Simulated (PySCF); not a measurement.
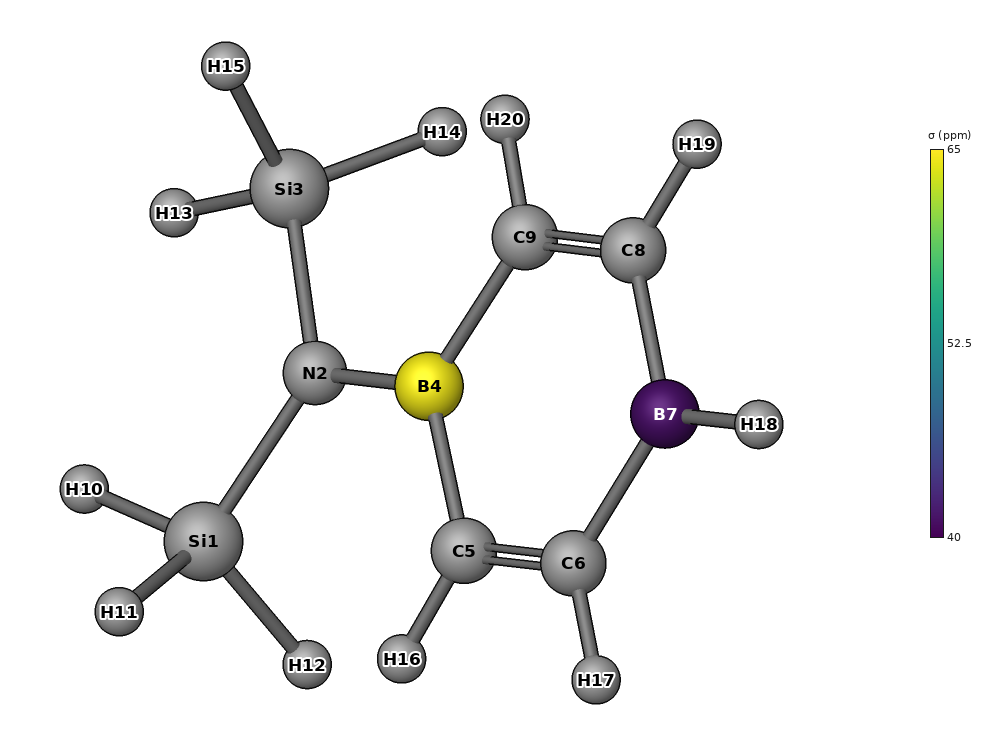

Atoms are coloured by their isotropic NMR shieldings (B only, the others grey). The computed structure is the end point of a PBE0-D3(BJ)/def2-SVP optimisation. No frequency run is at hand to confirm it as a minimum. Method: GIAO PBE0/pcSseg-1 NMR shielding, non-relativistic, gas phase (PySCF 2.14.0).

List the isotropic NMR shieldings of the B atoms.

| atom | σ (ppm) |
| --- | --- |
| B4 | 64.4 |
| B7 | 41.1 |
